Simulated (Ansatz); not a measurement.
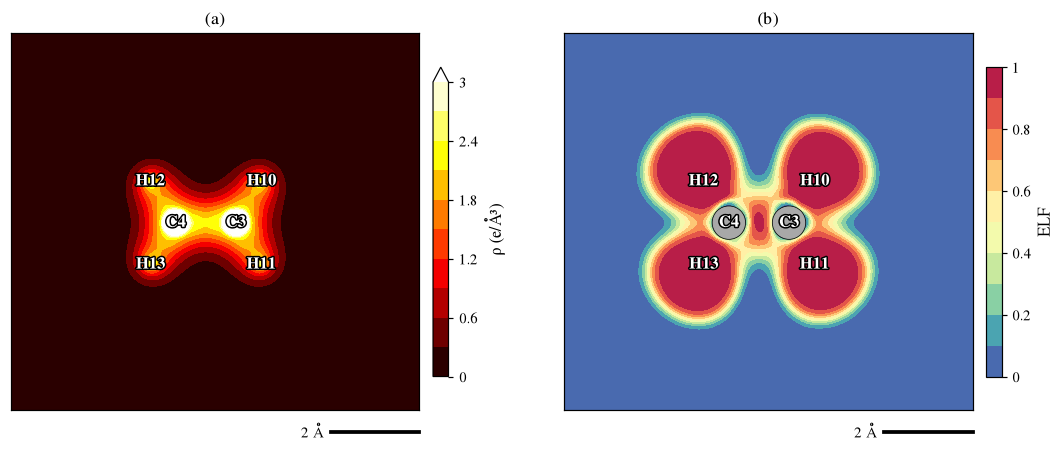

C$_{3}$H$_{8}$AlF. (a) total electron density; (b) ELF on the plane of atoms H12, C4 and H13. Grey discs cover the atomic cores in the ELF map.

At this geometry the atoms fall into two loosely joined parts.

Theory: Ansatz 0.2.0, RKS revPBE-D4/cc-pVDZ.

The calculation's input:

```
crystal:
  periodic: [false, false, false]
  atoms:
    - { symbol: C, position_ang: [-1.9268, 0.1868, -0.9507] }
    - { symbol: Al, position_ang: [-0.3947, -0.9484, -0.7104] }
    - { symbol: C, position_ang: [0.8125, -0.6238, 0.8193] }
    - { symbol: C, position_ang: [1.5204, 0.7856, 0.7976] }
    - { symbol: F, position_ang: [2.2508, 0.9218, -0.3332] }
    - { symbol: H, position_ang: [-2.6331, 0.1766, -0.0733] }
    - { symbol: H, position_ang: [-1.6104, 1.2828, -1.0861] }
    - { symbol: H, position_ang: [-2.4969, -0.0728, -1.871] }
    - { symbol: H, position_ang: [-0.0934, -2.1119, -1.6979] }
    - { symbol: H, position_ang: [1.659, -1.3814, 0.8297] }
    - { symbol: H, position_ang: [0.2551, -0.7559, 1.7919] }
    - { symbol: H, position_ang: [2.0848, 0.9382, 1.7264] }
    - { symbol: H, position_ang: [0.593, 1.5676, 0.7724] }
basis:
  gaussian: { orbitals: cc-pVDZ }
hamiltonian:
  xc: revpbe
  dispersion: d4
relax:
  f_tol: 0.02
  max_steps: 50
output:
  orbitals: {}
```

Command:

```sh
ansatz run input.yaml --threads 2 --pin off --max-ram 3072MiB --backend cpu --events-out ev --progress --plain --runs-dir out
```

The fields are those of the relaxed geometry.

What does the map show?

- The plane passes through C and H nuclei.
- C–C (1.36 Å): the density is about 2.2 e/Å³ at the midpoint; the ELF peaks at about 0.95 between the atoms: localised, covalent bonding.
- C–H (1.10 Å): ρ at the midpoint is about 1.9 e/Å³; the ELF climbs to about 1 towards the hydrogen, as it does in any bond to H: a covalent bond by its length.
